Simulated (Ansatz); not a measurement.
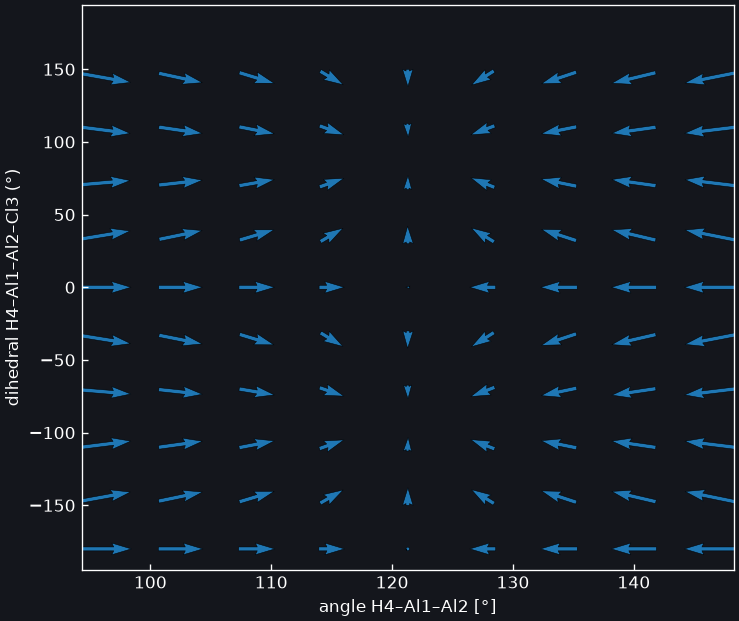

Al₂ClH₃, SMILES [AlH2][AlH][Cl]. 
- The first coordinate is: angle H4–Al1–Al2; the second: dihedral H4–Al1–Al2–Cl3.
- Nothing is relaxed (all other coordinates rigid).
- Grid: 9 × 10 points; 54 points were computed and 36 follow by symmetry.
- Points are written as (first, second).
- Method: RKS PBE0-D4/def2-TZVP (Ansatz 0.2.0).

Drawn: arrows along the force (downhill), their lengths compressed.

### The arrows alone are given. Where are the wells?

The arrows converge at about (121°, −90°); about (122°, 90°) (read from the interpolated surface).

The energy map of the same scan:

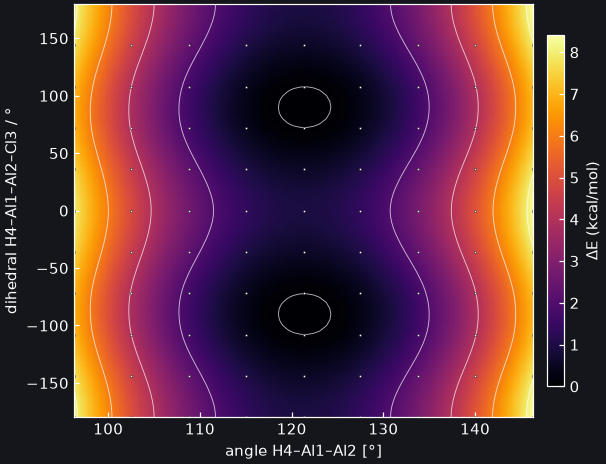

Energies are in kcal/mol, from the lowest grid point; between grid points the surface is interpolated.
